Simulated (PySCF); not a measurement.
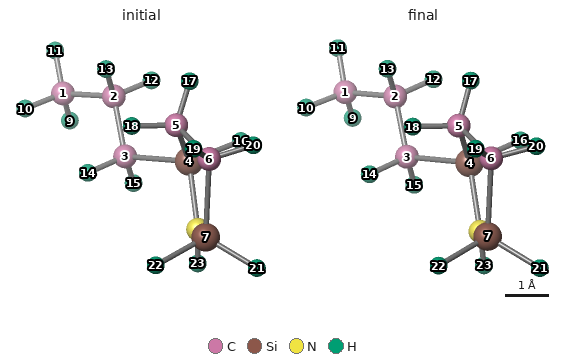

The structure of C5H15NSi2 before (left) and after (right) a relaxation, at one scale.

A ball-and-stick model, seen from a free direction.

The start comes from GFN2-xTB. Its atoms were then displaced at random by about 0.01 Å.

These are results of PBE0-D3(BJ)/def2-SVP geometry optimisation, gas phase in PySCF, not measurements. 

**Describe what moved and what it gained.**

The largest moves after the best rigid fit, 0.11 Å, are those of H atoms. By element the largest moves are H 0.11 Å, Si 0.06 Å, C 0.05 Å, N 0.05 Å. Near-neighbour distances that change, for instance: C–Si 1.947 → 1.881 Å, H–Si 1.442 → 1.498 Å, C–H 1.072 → 1.105 Å, C–C 1.496 → 1.521 Å. Bond angles that change, for instance: H–Si–H 111.1° → 106.6°, Si–C–H 109.5° → 106.9°, N–Si–H 110.2° → 112.8°. The energy falls by 0.258 eV in 4 geometry steps. The run took 75 s on 1 thread of Intel(R) Xeon(R) 6975P-C (shared host).
